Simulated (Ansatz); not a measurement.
The parent structure is NbP in the CsCl type structure (space group Pm-3m, No. 221; a = 3.0793 Å; a hypothetical phase, not in the database extracts checked; relaxed with 0.1 eV smearing). Axes: x, y, z lie along the cube axes.

Structures relaxed with PBEsol in Ansatz (plane waves to 420 eV, PAW, no spin-orbit coupling).

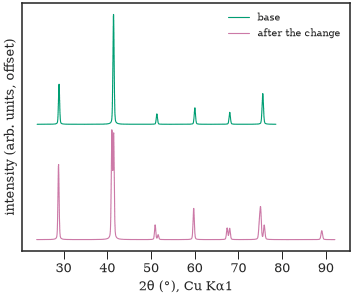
Figure: Simulated powder patterns before (top) and after one change

Q: What was done to the base?
A. biaxial strain +0.88 %, plane normal [111], relaxed out of plane
B. biaxial strain +2.19 %, plane normal [001], relaxed out of plane
C. biaxial strain −2.78 %, plane normal [001], relaxed out of plane
D. isotropic strain −0.66 %

A: A, biaxial strain +0.88 %, plane normal [111], relaxed out of plane. Its volume per atom is 14.78 Å³ against 14.60 Å³, and its space group is R-3m (No. 166).

No phonon test of stability was made. All final runs are without spin polarisation.

Ansatz is a first-principles code.
